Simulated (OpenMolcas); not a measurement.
# Si2H3OF (SMILES F[Si]O[SiH3]): levels of theory compared

Aim: a comparison of 6 runs (B2PLYP/def2-SVPD, BHLYP/def2-SVPD, BLYP/def2-SVPD, PBE/def2-SVPD, TPSS/def2-SVPD, CCSD(T)/def2-SVPD) of Si2H3OF. 

The calculation is run with OpenMolcas 26.06.

1 further run of the same task is left out (set aside as unsound or not needed).

## (1) The molecule

The species is Si2H3OF (7 atoms), meant as a singlet with charge 0. SMILES: `F[Si]O[SiH3]`. The shape is that of a PBE0-D4/def2-TZVP optimisation. This is one conformer, not always the lowest.

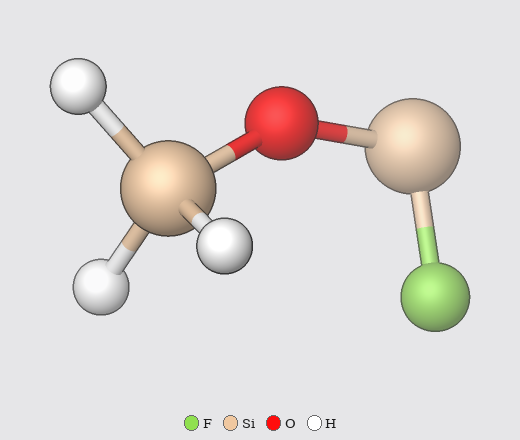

The structure, seen from a chosen angle (fluorine green, silicon light orange, oxygen red, hydrogen white).

## (2) The energy at B2PLYP/def2-SVPD (run 1)

The input, job.inp:

```
&GATEWAY
  BasLib=$CurrDir
  Coord
  7
  bohr
  F      1.20810191    -3.45725395     3.04000242
  Si    -0.81012559    -4.09220192     0.83431408
  O     -1.01723957    -1.39178329    -0.63230236
  Si    -0.04837699     1.58188974    -0.76855161
  H     -1.33244589     2.79811747    -2.93946899
  H     -0.72886737     2.90602083     1.60626721
  H      2.72876452     1.65502214    -1.14007177
  Basis=def2-SVPD
  Group=NoSym

&SEWARD
  GridInput
  Grid=UltraFine
  End of Grid

&SCF
  KSDFT=B2PLYP_SCF
  Thresholds=1e-10 1e-07 1e-07 1e-05
  PrOrbitals=1 2

&MBPT2
  Frozen=12
```

The basis set def2-SVPD is read from a file made from the Basis Set Exchange's data (not shown).

On the command line:

```bash
$ export MOLCAS_MEM=1860
$ pymolcas job.inp > job.log
```

Standard output:

```text
--- Start Module: gateway ---
[...]
--- Stop Module: gateway /rc=_RC_ALL_IS_WELL_ ---
[...]
      Basis functions          118
[...]
--- Start Module: scf ---
[...]
       Convergence after  12 Iterations
[...]
::    Total KS-DFT energy                            -755.0867969154
[...]
      Total spin, S                                     0.0000000000
[...]
      Total electronic charge=   48.000000
      Total            charge=   -0.000000
[...]
      Dipole Moment (debye):
      Origin of the operator (angstrom)=   -0.0938   -0.8490    0.2646
                   X= -3.4320E-01               Y=  7.1352E-01               Z= -7.4304E-01           Total=  1.0858E+00
      Quadrupole Moment (debye*angstrom):
[...]
--- Stop Module: scf /rc=_RC_ALL_IS_WELL_ ---
[...]
--- Start Module: mbpt2 ---
[...]
 ###    WARNING: MP2 implementation intended for RHF references only         ###
 ###############################################################################
MBPT2 WARNING: Reference function according to RunFile:KS-DFT
I'll assume you know what you're doing and continue
WARNING!
Default frozen orbitals as non valence orbitals is overwritten by user input.
Default values:   6
[...]
       Reference weight ( Cref**2 )         =        0.77759
::    Total MBPT2 energy                             -755.7912962465
[...]
      Total MBPT2 calculations                           0.63      0.75
--- Stop Module: mbpt2 /rc=_RC_ALL_IS_WELL_ ---
[...]
```

Wall time 32 s (1 thread of Intel Xeon 6975P-C (Granite Rapids), shared host); peak memory 0.73 GiB.

## (3) Energy and forces at BHLYP/def2-SVPD (run 2)

The input, geom.xyz:

```xyz
7

F      0.639300    -1.829500     1.608700
Si    -0.428700    -2.165500     0.441500
O     -0.538300    -0.736500    -0.334600
Si    -0.025600     0.837100    -0.406700
H     -0.705100     1.480700    -1.555500
H     -0.385700     1.537800     0.850000
H      1.444000     0.875800    -0.603300
```

The input, test.inp:

```
>>> EXPORT MOLCAS_PRINT=2
&gateway
baslib
$CurrDir
coord
geom.xyz
basis
def2-SVPD
group
NoSym
&seward
gridinput
Grid=UltraFine
End of Grid
&scf
ksdft
HYB_GGA_XC_BHANDHLYP
thresholds
1e-10 1e-07 1e-07 1e-05
prorbitals
1 1
&alaska
```

The basis set def2-SVPD is read from a file made from the Basis Set Exchange's data (not shown).

On the command line:

```bash
$ export MOLCAS_MEM=1860
$ pymolcas test.inp > test.log
```

Standard output:

```text
--- Start Module: gateway ---
[...]
--- Stop Module: gateway /rc=_RC_ALL_IS_WELL_ ---
[...]
      Basis functions          118
[...]
--- Start Module: scf ---
[...]
       Convergence after  13 Iterations
[...]
::    Total KS-DFT energy                            -755.5862959901
[...]
      Total spin, S                                     0.0000000000
[...]
      Total electronic charge=   48.000000
      Total            charge=   -0.000000
[...]
      Dipole Moment (debye):
      Origin of the operator (angstrom)=   -0.0938   -0.8490    0.2646
                   X= -3.5387E-01               Y=  7.0073E-01               Z= -7.5045E-01           Total=  1.0860E+00
      Quadrupole Moment (debye*angstrom):
[...]
--- Stop Module: scf /rc=_RC_ALL_IS_WELL_ ---
[...]
--- Start Module: alaska ---
[...]
 *              Molecular gradients               *
 **************************************************
  Irreducible representation: a
 ------------------------------------------------------------------------------------------
                              X                       Y                       Z
 ------------------------------------------------------------------------------------------
  F1               -1.20172324150527E-02   -5.58777857167136E-03   -1.23318964663337E-02
  SI2               1.30123750224129E-02    1.58619635062394E-02    8.95399566992627E-03
  O3                2.11859953673432E-03    8.68338034697019E-04    2.22024625285933E-03
  SI4              -3.87549704850532E-03   -1.38531769554149E-02    1.43256962747085E-03
  H5               -1.01011187728783E-03    1.05481143917308E-03   -1.76148243326146E-03
  H6               -5.14368043177504E-04    1.33568535649253E-03    1.85798878010113E-03
  H7                2.28623482479851E-03    3.20157190454973E-04   -3.71421430704566E-04
 ------------------------------------------------------------------------------------------
--- Stop Module: alaska /rc=_RC_ALL_IS_WELL_ ---
[...]
```

Run time: 37 s. Hardware: 1 thread of Intel Xeon 6975P-C (Granite Rapids), shared host; peak memory 0.74 GiB.

## (4) Energy and forces at BLYP/def2-SVPD (run 3)

The input, coord.xyz:

```xyz
7

F      0.639300    -1.829500     1.608700
Si    -0.428700    -2.165500     0.441500
O     -0.538300    -0.736500    -0.334600
Si    -0.025600     0.837100    -0.406700
H     -0.705100     1.480700    -1.555500
H     -0.385700     1.537800     0.850000
H      1.444000     0.875800    -0.603300
```

The input, calc.input:

```
* FH3OSi2 Kohn-Sham DFT
>>> EXPORT MOLCAS_PRINT=2
&GATEWAY
BasLib
$CurrDir
Coord
coord.xyz
Basis
def2-SVPD
Group
NoSym
&SEWARD
GridInput
Grid=UltraFine
End of Grid
&SCF
KSDFT
BLYP
Thresholds
1e-10 1e-07 1e-07 1e-05
PrOrbitals
1 2
&ALASKA
```

The basis set def2-SVPD is read from a file made from the Basis Set Exchange's data (not shown).

On the command line:

```bash
$ export MOLCAS_MEM=1860
$ pymolcas calc.input > calc.log
```

Standard output:

```text
--- Start Module: gateway ---
[...]
--- Stop Module: gateway /rc=_RC_ALL_IS_WELL_ ---
[...]
      Basis functions          118
[...]
--- Start Module: scf ---
[...]
       Convergence after  16 Iterations
[...]
::    Total KS-DFT energy                            -755.6329035377
[...]
      Total spin, S                                     0.0000000000
[...]
      Total electronic charge=   48.000000
      Total            charge=   -0.000000
[...]
      Dipole Moment (debye):
      Origin of the operator (angstrom)=   -0.0938   -0.8490    0.2646
                   X= -3.1663E-01               Y=  6.6699E-01               Z= -6.8911E-01           Total=  1.0100E+00
      Quadrupole Moment (debye*angstrom):
[...]
--- Stop Module: scf /rc=_RC_ALL_IS_WELL_ ---
[...]
--- Start Module: alaska ---
[...]
 *              Molecular gradients               *
 **************************************************
  Irreducible representation: a
 ------------------------------------------------------------------------------------------
                              X                       Y                       Z
 ------------------------------------------------------------------------------------------
  F1               -2.62949384112705E-02   -7.44454614714773E-03   -2.91163903590306E-02
  SI2               2.44284536149131E-02    3.67215051723626E-02    1.36864620430122E-02
  O3                1.04881758611075E-02    1.52611148117529E-04    1.28692775117720E-02
  SI4              -7.23422839879495E-03   -2.49838958868693E-02    2.28466913918535E-03
  H5                2.02712980151287E-03   -2.11751833355756E-03    3.50747571907206E-03
  H6                1.09445009620468E-03   -2.17254236810538E-03   -3.83759746417667E-03
  H7               -4.50904256371221E-03   -1.55613584809977E-04    6.06103410083714E-04
 ------------------------------------------------------------------------------------------
--- Stop Module: alaska /rc=_RC_ALL_IS_WELL_ ---
[...]
```

Wall time 41 s (1 thread of Intel Xeon 6975P-C (Granite Rapids), shared host); peak memory 0.74 GiB.

Runs 4 to 5 aren't shown in full; the table further down has their settings and results.

## (5) The energy at CCSD(T)/def2-SVPD (Cholesky decomposition) (run 6)

The input, job.inp:

```
* FH3OSi2 CCSD(T)

&GATEWAY
 BasLib = $CurrDir
 Coord
 7
 angstrom
 F        0.639300      -1.829500       1.608700
 Si      -0.428700      -2.165500       0.441500
 O       -0.538300      -0.736500      -0.334600
 Si      -0.025600       0.837100      -0.406700
 H       -0.705100       1.480700      -1.555500
 H       -0.385700       1.537800       0.850000
 H        1.444000       0.875800      -0.603300
 Basis = def2-SVPD
 Group = NoSym

&SEWARD
 High

&SCF
 Thresholds = 1e-10 1e-07 1e-07 1e-05
 PrOrbitals = 0

&CHCC
 Frozen = 12
 Threshold = 1e-08
 MaxIterations = 80

&CHT3
 Frozen = 12
```

The basis set def2-SVPD is read from a file made from the Basis Set Exchange's data (not shown).

On the command line:

```bash
$ export MOLCAS_MEM=1860
$ pymolcas job.inp > job.log
```

Standard output:

```text
--- Start Module: gateway ---
[...]
--- Stop Module: gateway /rc=_RC_ALL_IS_WELL_ ---
[...]
      Basis functions          118
[...]
       Convergence after  13 Iterations
[...]
::    Total SCF energy                               -753.7202017042
[...]
      Total spin, S                                     0.0000000000
[...]
      Total electronic charge=   48.000000
      Total            charge=   -0.000000
[...]
      Dipole Moment (debye):
      Origin of the operator (angstrom)=   -0.0938   -0.8490    0.2646
                   X= -3.1635E-01               Y=  7.9810E-01               Z= -7.4800E-01           Total=  1.1387E+00
      Quadrupole Moment (debye*angstrom):
[...]
--- Start Module: chcc ---
[...]
--- Stop Module: chcc /rc=_RC_ALL_IS_WELL_ ---
[...]
--- Start Module: cht3 ---
[...]
--- Stop Module: cht3 /rc=_RC_ALL_IS_WELL_ ---
[...]
```

Run time: 7.7 min. Hardware: 1 thread of Intel Xeon 6975P-C (Granite Rapids), shared host; peak memory 0.25 GiB.

## (6) The series

```
run                                       level      task  frozen core orbitals  energy (Eh)  dipole moment (D) of the reference  HOMO energy (eV)  LUMO energy (eV)  wall time
  1                            B2PLYP/def2-SVPD    energy                    12  -755.277012                                1.09             -8.76             -0.55       32 s
  2                             BHLYP/def2-SVPD  gradient                     –  -755.586296                                1.09             -8.83             -0.84       37 s
  3                              BLYP/def2-SVPD  gradient                     –  -755.632904                                1.01             -6.55             -2.50       41 s
  4                               PBE/def2-SVPD  gradient                     –  -755.175765                                1.03             -6.66             -2.63       45 s
  5                              TPSS/def2-SVPD  gradient                     –  -755.716776                                1.05             -6.75             -2.56       56 s
  6  CCSD(T)/def2-SVPD (Cholesky decomposition)    energy                    12  -754.345250                                1.14            -10.35              1.42    7.7 min
```

## (7) Outcome

| quantity | value |
| --- | --- |
| run 6: total energy | -754.34525 Eh |
| run 6: dipole moment (mean-field density) | 1.14 D |
| run 6: HOMO energy (Hartree–Fock orbitals) | -10.35 eV |
| run 6: LUMO energy (Hartree–Fock orbitals) | 1.42 eV |
| run 6: HOMO–LUMO gap (Hartree–Fock orbitals) | 11.76 eV |
| run 6: correlation energy (12 core orbitals frozen) | -625.0 mEh |
| run 6: (T) correction | -16.44 mEh |

In words: Over runs 1, 2, 3, 4, 5 the dipole moment (its size) runs from 1.01 D (BLYP/def2-SVPD) to 1.09 D (BHLYP/def2-SVPD). Over runs 1, 2, 3, 4, 5 the HOMO–LUMO gap runs from 4.03 eV (PBE/def2-SVPD) to 8.21 eV (B2PLYP/def2-SVPD). A double hybrid's value is that of its SCF part. For B2PLYP the log adds the whole second-order term; the table takes 0.27 of it, as the functional is defined. Totals of different functionals can't be ranked against each other. All runs together took 11 min, the longest 7.7 min.
